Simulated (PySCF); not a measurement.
# SnH3 (SMILES [SnH3]): FCI/SBKJC (core potential)

Aim: the vertical ionisation energy of SnH3 at FCI/SBKJC (core potential), from 2 runs. Input form: a Python script.

The calculation is run with PySCF 2.14.0.

6 further runs of the same task are left out: 6 set aside as unsound or not needed.

## 1. Starting point

The species is SnH3 (4 atoms), meant as a doublet with charge 0. As SMILES, `[SnH3]`. The coordinates come from a PBE0-D4/def2-TZVP relaxation.

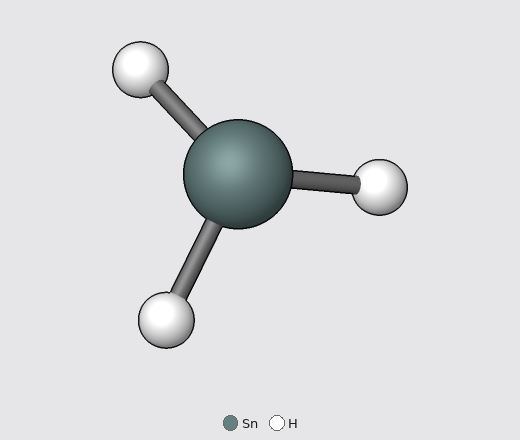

Viewed from a chosen angle; tin teal, hydrogen white.

## 2. A single-point energy at FCI/SBKJC (core potential)

Contents of run.py:

```python
# [SnH3]
from pyscf import gto, mcscf

mol = gto.M(
    atom='''
Sn     0.529501    -0.399866    -0.513439
H      1.994039     0.020787     2.346473
H     -2.125942    -2.215137    -0.120942
H     -0.292719     2.480266    -1.750453
''',
    verbose=3,
    basis='sbkjc',
    spin=1,
    unit='bohr',
    ecp={'Sn': 'sbkjc'},
    max_memory=1860,
)

mf = mol.ROHF()
mf.conv_tol = 1e-10
mf.kernel()
if not mf.converged:
    mf = mf.newton().run(mf.mo_coeff, mf.mo_occ)

cas = mcscf.CASCI(mf, mf.mo_coeff.shape[-1] - 0, (mol.nelec[0] - 0, mol.nelec[1] - 0))  # full CI above the frozen core
cas.fix_spin_(ss=0.75)
cas.kernel()
etot = cas.e_tot
print('E(%s) = %.9f' % ('FCI', etot))
```

Run with:

```bash
$ OMP_NUM_THREADS=1 python run.py
```

Log:

```text
converged SCF energy = -4.94604855958514
CASCI E = -5.00870583186410  E(CI) = -9.27812630871648  S^2 = 0.7500000
E(FCI) = -5.008705832
```

It took 11 s on 1 thread of Arm Neoverse V2, shared host; peak memory 0.19 GiB.

## 3. The singlet cation at the same level

Contents of input.py:

```python
from pyscf import gto, scf, mcscf
from pyscf import fci

mol = gto.Mole()
mol.atom = '''
Sn     0.529501    -0.399866    -0.513439
H      1.994039     0.020787     2.346473
H     -2.125942    -2.215137    -0.120942
H     -0.292719     2.480266    -1.750453
'''
mol.max_memory = 1860
mol.verbose = 3
mol.basis = 'sbkjc'
mol.unit = 'bohr'
mol.ecp = {'Sn': 'sbkjc'}
mol.spin = 0
mol.charge = 1
mol.build()

mf = scf.RHF(mol)
mf.conv_tol = 1e-10
mf.kernel()
if not mf.converged:
    mf = mf.newton().run(mf.mo_coeff, mf.mo_occ)

cas = mcscf.CASCI(mf, mf.mo_coeff.shape[-1] - 0, (mol.nelec[0] - 0, mol.nelec[1] - 0))  # full CI above the frozen core
cas.fcisolver = fci.direct_spin0.FCI(mol)  # even spin states alone
cas.kernel()
print('<S^2> = %.4f' % cas.fcisolver.spin_square(cas.ci, cas.ncas, cas.nelecas)[0])
e_final = cas.e_tot
print('Final energy', e_final)
```

Run with:

```bash
$ OMP_NUM_THREADS=1 python input.py
```

Log:

```text
converged SCF energy = -4.6503265556909
CASCI E = -4.71759516873997  E(CI) = -8.98701564559235  S^2 = 0.0000000
<S^2> = 0.0000
Final energy -4.717595168739969
```

Wall time 2.5 s (1 thread of Arm Neoverse V2, shared host); peak memory 0.14 GiB.

## 4. Results

Level: FCI/SBKJC (core potential).

```
                                             quantity        value
                           doublet SnH3: total energy  -5.00871 Eh
   doublet SnH3: dipole moment (Hartree–Fock density)       0.37 D
                     doublet SnH3: correlation energy    -62.7 mEh
                         singlet cation: total energy  -4.71760 Eh
  singlet cation: HOMO energy (Hartree–Fock orbitals)    -18.65 eV
  singlet cation: LUMO energy (Hartree–Fock orbitals)     -7.68 eV
singlet cation: HOMO–LUMO gap (Hartree–Fock orbitals)     10.97 eV
                   singlet cation: correlation energy    -67.3 mEh
   vertical ionisation energy (to the singlet cation)     7.922 eV
```

In words: Removing an electron at fixed nuclei costs 7.92 eV (764 kJ/mol). Only the singlet of the ionised species was computed; a triplet could lie lower.
